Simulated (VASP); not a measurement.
Band structure of GaP (space group F-43m). All values below come from PBEsol GGA, VASP's PBE PAW potentials (set 64) (plane waves; VASP 6.6.1).

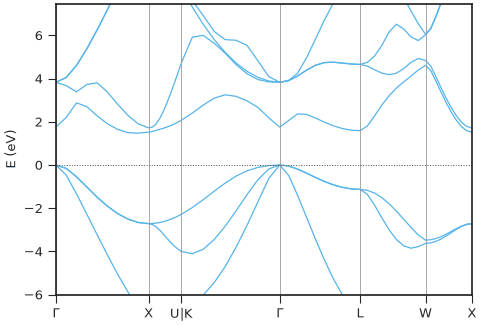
Figure: Bands along high-symmetry lines, zero at the valence-band maximum or, without a gap, the Fermi level

Task: Read the plot: is there a gap, and where are the band edges?

Result: The gap is indirect, 1.47 eV, from the valence maximum at Γ to the conduction minimum at Γ-X at 0.89.

The structure is a typed GaP crystal. The cell was not relaxed at this level.
